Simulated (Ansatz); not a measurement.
**UB3LYP/6-31G(d) (Cartesian functions) run of AsH2 (SMILES [AsH2])**

Aim: the energy change on altering one bond length of AsH2 at UB3LYP/6-31G* (Cartesian functions), from 2 runs. 

Program for the calculation: Ansatz 0.2.0.

34 further runs of the same task are left out: 34 set aside as unsound or not needed.

## 1. The molecule

AsH2 has 3 atoms, charge 0, and is taken as a doublet. As SMILES, `[AsH2]`. The coordinates come from a PBE0-D4/def2-TZVP relaxation.

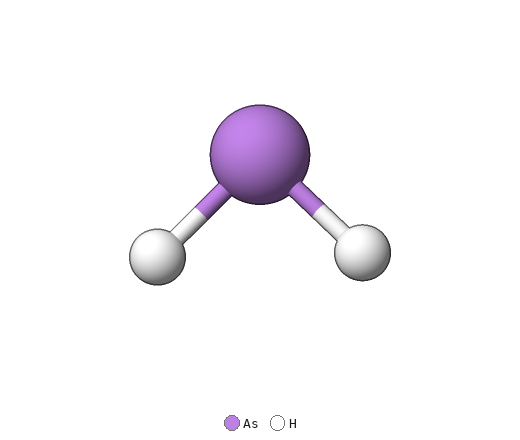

Viewed from a chosen angle; arsenic purple, hydrogen white.

## 2. The energy at UB3LYP/6-31G(d) (Cartesian functions)

Input file molecule.yaml:

```yaml
crystal:
  periodic: [false, false, false]
  atoms:
    - {symbol: As, position_ang: [-0.573310, 0.327430, -0.274790]}
    - {symbol: H, position_ang: [0.680410, 0.795730, 0.459110]}
    - {symbol: H, position_ang: [-0.107090, -1.123160, -0.184320]}
basis:
  gaussian: {orbitals: "6-31G*"}
magnetization: {spin_polarized: true, initial_magnetization: 1}
hamiltonian: {xc: {name: B3LYP}}
accuracy: high
output: {orbitals: {seedname: orbitals}}
```

On the command line:

```bash
$ ansatz run molecule.yaml --threads 1 --pin off --max-ram 3480MiB --events-out events.jsonl --progress --plain --runs-dir runs
```

The log of the run:

```text
Warning: RAYON_NUM_THREADS=1 ignored (pool sized by the plan → 1); use --threads N
Functional definition: B3LYP
  name "B3LYP"
  parameter a0 = 0.2
  parameter ax = 0.72
  parameter ac = 0.81
  exchange = (1 - a0 - ax)*slater_x + ax*b88_x + a0*exact_x
  correlation = (1 - ac)*vwn_rpa_c + ac*lyp_c
626 factors; integrals over basis functions are off by at most 3.9e-9 eV
mean field evaluation 1: about -60866.1118 eV, gradient 5.8e0 eV
mean field evaluation 2: about -60866.2324 eV, gradient 2.9e0 eV
mean field evaluation 4: about -60866.2492 eV, gradient 5.0e-1 eV
mean field evaluation 8: about -60866.2814 eV, gradient 1.2e-2 eV
mean field evaluation 16: about -60866.2814 eV, gradient 6.0e-6 eV
mean field -60866.28141131 eV, -2236.7945852185 hartree, gradient 5.4e-8 eV, S^2 0.752743; 0 other end points of the search recorded, 0 dependent functions left out
reference -60866.28143761 eV, -2236.7945861848 hartree; 18, 17 occupied and 21, 22 virtual orbitals, 626 factors
Total energy: -60866.28143761 eV, -2236.7945861848 hartree
```

Run time: 1.4 s. Hardware: 1 thread of Intel Xeon 6975P-C (Granite Rapids), shared host; peak memory 0.14 GiB.

## 3. The distorted shape

Input file in.yaml:

```yaml
crystal:
  periodic: [false, false, false]
  atoms:
    - {symbol: As, position_ang: [-1.576269, -0.047204, -0.861900]}
    - {symbol: H, position_ang: [0.680410, 0.795730, 0.459110]}
    - {symbol: H, position_ang: [-1.110049, -1.497794, -0.771430]}
basis:
  gaussian:
    orbitals: "6-31G*"
magnetization:
  spin_polarized: true
  initial_magnetization: 1
output: {orbitals: {seedname: orbitals}}
accuracy: high
total_charge: 0
hamiltonian:
  xc: {name: B3LYP}
```

On the command line:

```bash
$ ansatz run in.yaml --threads 1 --pin off --max-ram 3480MiB --events-out events.jsonl --progress --plain --runs-dir runs
```

The log of the run:

```text
Warning: RAYON_NUM_THREADS=1 ignored (pool sized by the plan → 1); use --threads N
Functional definition: B3LYP
  name "B3LYP"
  parameter a0 = 0.2
  parameter ax = 0.72
  parameter ac = 0.81
  exchange = (1 - a0 - ax)*slater_x + ax*b88_x + a0*exact_x
  correlation = (1 - ac)*vwn_rpa_c + ac*lyp_c
614 factors; integrals over basis functions are off by at most 3.9e-9 eV
mean field evaluation 1: about -60863.1032 eV, gradient 6.4e0 eV
mean field evaluation 2: about -60862.3530 eV, gradient 1.0e1 eV
mean field evaluation 4: about -60863.2887 eV, gradient 7.9e-1 eV
mean field evaluation 8: about -60863.2660 eV, gradient 9.4e-2 eV
mean field evaluation 16: about -60863.5900 eV, gradient 1.6e-7 eV
mean field evaluation 32: about -60863.5900 eV, gradient 2.3e-5 eV
mean field -60863.58998599 eV, -2236.6956771621 hartree, gradient 2.7e-8 eV, S^2 1.340710; 3 other end points of the search recorded, 0 dependent functions left out
reference -60863.59001477 eV, -2236.6956782196 hartree; 18, 17 occupied and 21, 22 virtual orbitals, 614 factors
Total energy: -60863.59001477 eV, -2236.6956782196 hartree
```

Run time: 2.5 s. Hardware: 1 thread of Intel Xeon 6975P-C (Granite Rapids), shared host; peak memory 0.15 GiB.

## 4. Outcome

At UB3LYP/6-31G* (Cartesian functions):

```
                                                          quantity           value
                                         first shape: total energy  -2236.79459 Eh
                   first shape: HOMO energy (highest over α and β)        -6.45 eV
                    first shape: LUMO energy (lowest over α and β)        -3.40 eV
                                                 first shape: ⟨S²⟩           0.753
                                     distorted shape: total energy  -2236.69568 Eh
               distorted shape: HOMO energy (highest over α and β)        -6.75 eV
                distorted shape: LUMO energy (lowest over α and β)        -3.46 eV
                                             distorted shape: ⟨S²⟩           1.341
energy change with the As1–H2 bond stretched from 1.526 to 2.747 Å        2.691 eV
```

With the As1–H2 bond stretched from 1.526 to 2.747 Å the energy rises by 2.69 eV (260 kJ/mol). The first shape isn't relaxed at this level, so the change isn't measured from a minimum. ⟨S²⟩ (distorted shape) is 1.34 where a pure doublet has 0.75: the reference is spin-contaminated.
